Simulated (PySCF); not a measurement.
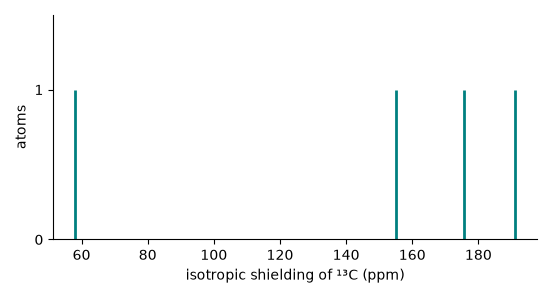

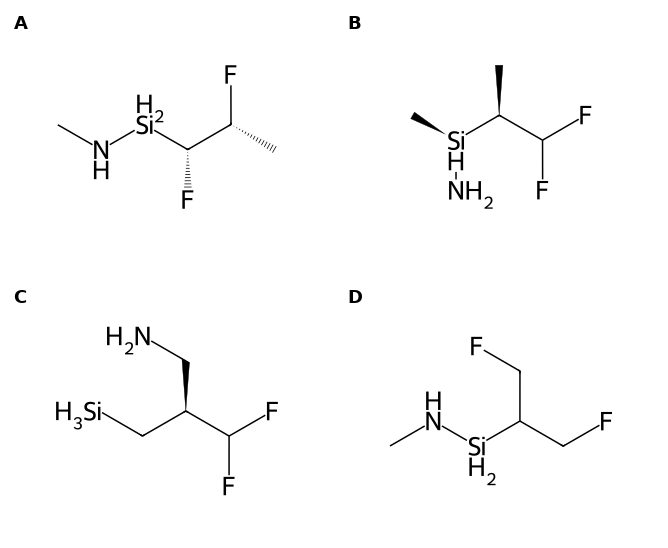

The sticks are computed shieldings of one of the molecules, for one fixed geometry (GFN2-xTB) without averaging over rotations. Low shielding means a high chemical shift. Method: GIAO PBE0/pcSseg-1 NMR shielding, non-relativistic, gas phase (PySCF 2.14.0).

Match the spectrum to a structure.

B, `C[C@@H](C(F)F)[Si@H](C)N`. Its 4 C atoms give lines at 58.1, 155.0, 175.6, 191.0 ppm.

The geometry is semi-empirical. Around Si such bond lengths and angles can be off by a tenth of an ångström or more and by several degrees, and values that hang on the shape move with them.
